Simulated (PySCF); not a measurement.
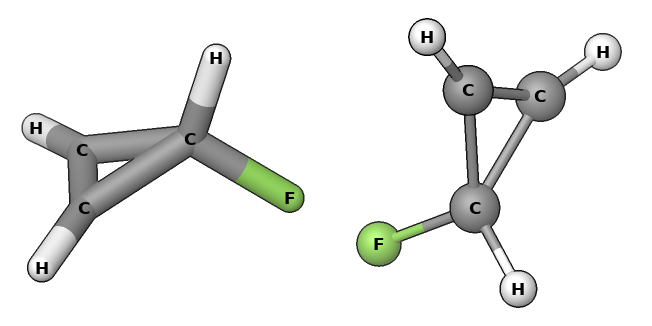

Both panels show the same species.

The geometry was computed by an optimisation with PBE0-D3(BJ)/def2-SVP. No frequency run is at hand to confirm it as a minimum.

Description:

The molecule is C3H3F. SMILES: `FC1C=C1`. Independent rings (smallest set): 1 of 3 members. Among its groups: alkene, C–F bond. The point group is Cs.

More results for the same structure follow; atom numbers are the same in all pictures, views and colours differ.

## Geometry

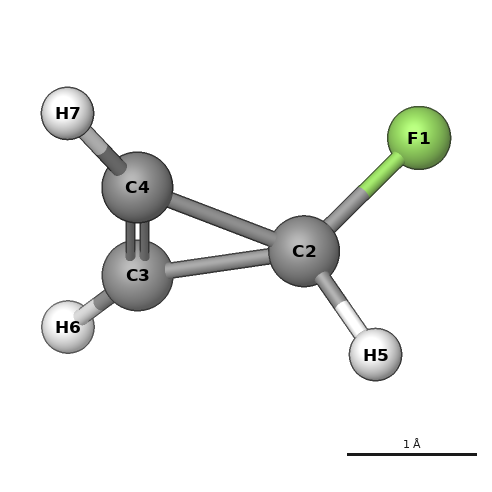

Atoms carry their numbers in the input. No frequency run is at hand to confirm it as a minimum.

Give these bond angles: F1–C2–C3, F1–C2–H5, C3–C2–C4, C3–C2–H5, C2–C3–C4, C2–C3–H6, C4–C3–H6.

```csv
angle,degrees
F1–C2–C3,119.0
F1–C2–H5,108.7
C3–C2–C4,53.0
C3–C2–H5,123.9
C2–C3–C4,63.5
C2–C3–H6,147.0
C4–C3–H6,149.4
```

## Electronic properties

No frequency run is at hand to confirm it as a minimum. Method: CAM-B3LYP/def2-SVPD, gas phase (PySCF 2.14.0). Excitations: vertical, linear response.

Computed properties:

- dipole moment: 2.36 D
- HOMO energy (Kohn–Sham orbital): −9.89 eV
- LUMO energy (Kohn–Sham orbital): 0.72 eV
- HOMO–LUMO gap: 10.61 eV
- mean static polarisability: 33.6 bohr³
- lowest vertical singlet excitation: 6.28 eV
- its oscillator strength: 0.001
- brightest of the 10 lowest singlets: 8.97 eV
- its oscillator strength: 0.07

## Core levels

No frequency run is at hand to confirm it as a minimum. Level of theory: delta-SCF UKS SCAN, pcX-2 on the ionised atom, pcseg-1 elsewhere, spin-free X2C (PySCF 2.14.0).

Give the core-electron binding energies (to vacuum) of F1 1s, C2 1s, C3 1s.

```csv
atom,level,binding energy (eV)
F1,1s,692.0
C2,1s,293.5
C3,1s,291.5
```

## Bond orders

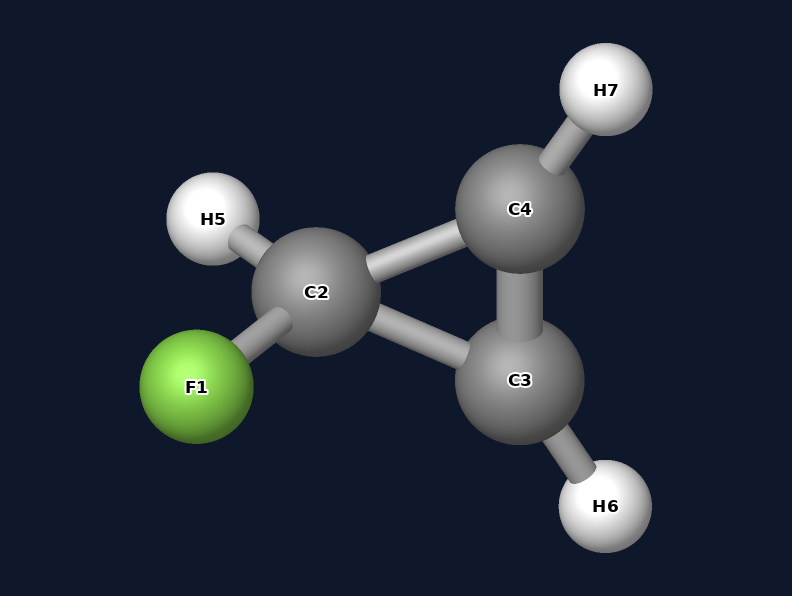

The thickness of each stick grows with its Mayer bond order. No frequency run is at hand to confirm it as a minimum. Method: PBE0/pcSseg-1 (PySCF 2.14.0).

**Which bond has the highest Mayer bond order?**

C3–C4, 1.67, at a length of 1.308 Å.

List the Mayer bond orders of F1–C2, C2–C3, C2–H5, C3–C4, C3–H6 (one bond of each equivalent set).

| bond | Mayer order | length (Å) |
| --- | --- | --- |
| F1–C2 | 0.92 | 1.374 |
| C2–C3 | 0.96 | 1.467 |
| C2–H5 | 0.95 | 1.099 |
| C3–C4 | 1.67 | 1.308 |
| C3–H6 | 1.00 | 1.088 |
